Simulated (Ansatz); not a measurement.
# COW: one change and its effect

System: COW, charge +2.
Method of run 1: RKS PBE-D4/def2-TZVPP (Ansatz 0.2.0).

The geometry comes from this level: PBE0-D4/def2-TZVPP. Text and figures count atoms from 1; the logs count them from 0 in places.

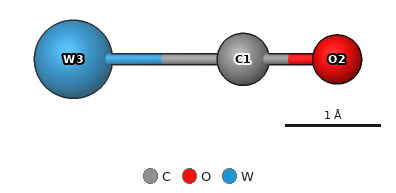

Fig. 1: The structure (ball-and-stick view, seen at a tilt; atoms are numbered from 1 in the order of the input). Sticks mark near contacts.

The input, run 1:
```yaml
crystal:
  periodic: [false, false, false]
  atoms:
    - { symbol: C, position_ang: [-2.7e-07, 2.0e-07, -0.30056886] }
    - { symbol: O, position_ang: [1.9e-07, -1.2e-07, -1.41736812] }
    - { symbol: W, position_ang: [8.0e-08, -8.0e-08, 1.71792698] }
total_charge: 2
basis:
  gaussian: { orbitals: def2-TZVPP }
hamiltonian:
  xc: pbe
  dispersion: d4
```

Command:
```bash
ansatz run input.yaml --threads 2 --pin off --max-ram 5120MiB --backend cpu --events-out ev --progress --plain --runs-dir out
```

Hardware: 2 threads of Oxide Virtual Turin-like (Zen 5), 32 GiB of memory available, shared host.

Output (run 1):
```
Engine: ansatz 0.2.0, x86_64-unknown-linux-gnu
Functional definition: PBE
  parameter kappa = 0.804
  parameter beta = 0.06672455060314922
  exchange = pbe_x(kappa = kappa, mu = beta*pi^2/3)
  correlation = pbe_c(beta = beta)
666 factors; their error is unknown
mean field evaluation 1: about -4728.1706 eV, gradient 2.2e2 eV
mean field evaluation 2: about -3818.7746 eV, gradient 3.7e2 eV
mean field evaluation 4: about -4851.5946 eV, gradient 1.3e2 eV
mean field evaluation 8: about -4871.8058 eV, gradient 5.8e1 eV
mean field evaluation 16: about -4880.4022 eV, gradient 7.1e-3 eV
mean field evaluation 32: about -4878.7618 eV, gradient 2.1e1 eV
mean field evaluation 64: about -4878.8704 eV, gradient 1.2e1 eV
mean field evaluation 96: about -4880.2768 eV, gradient 2.5e0 eV
mean field evaluation 128: about -4877.2478 eV, gradient 3.4e0 eV
mean field evaluation 160: about -4880.3957 eV, gradient 2.9e-3 eV
mean field -4880.39565362 eV, -179.3512322194 hartree, gradient 3.2e-5 eV, S^2 0.000000; 17 other end points of the search recorded, 0 dependent functions left out
reference -4880.39568260 eV, -179.3512332847 hartree; 13, 13 occupied and 105, 105 virtual orbitals, 666 factors
Total energy: -4880.43737306 eV, -179.3527653805 hartree
```

For run 2 the input was changed thus:
```diff
-  xc: pbe
+  xc: { name: B3LYP }
```

What does this change do to the results?

The total energies belong to different methods, so their difference says nothing on which is more stable or more accurate. The functional changes from PBE to B3LYP. On the same kind of shared host run 2 took about 0.69 times as long.

Output (run 2):
```
Engine: ansatz 0.2.0, x86_64-unknown-linux-gnu
Functional definition: B3LYP
  parameter a0 = 0.2
  parameter ax = 0.72
  parameter ac = 0.81
  exchange = (1 - a0 - ax)*slater_x + ax*b88_x + a0*exact_x
  correlation = (1 - ac)*vwn_rpa_c + ac*lyp_c
711 factors; their error is unknown
mean field evaluation 1: about -4743.1111 eV, gradient 2.2e2 eV
mean field evaluation 2: about -3840.7331 eV, gradient 3.7e2 eV
mean field evaluation 4: about -4862.0513 eV, gradient 1.0e2 eV
mean field evaluation 8: about -4883.0204 eV, gradient 5.3e0 eV
mean field evaluation 16: about -4883.1012 eV, gradient 1.6e-4 eV
mean field evaluation 32: about -4743.1111 eV, gradient 2.2e2 eV
mean field -4883.58982565 eV, -179.4686158765 hartree, gradient 1.1e-5 eV, S^2 0.000000; 6 other end points of the search recorded, 0 dependent functions left out
reference -4883.59001285 eV, -179.4686227562 hartree; 13, 13 occupied and 105, 105 virtual orbitals, 711 factors
Total energy: -4883.65979243 eV, -179.4711871083 hartree
```

The two runs side by side:

```tsv
quantity	run 1	run 2
outcome	converged	converged
total energy (hartree)	−179.352765	−179.471187
basis functions	118	118
wall time (shared host)	7.1 s	4.9 s
```
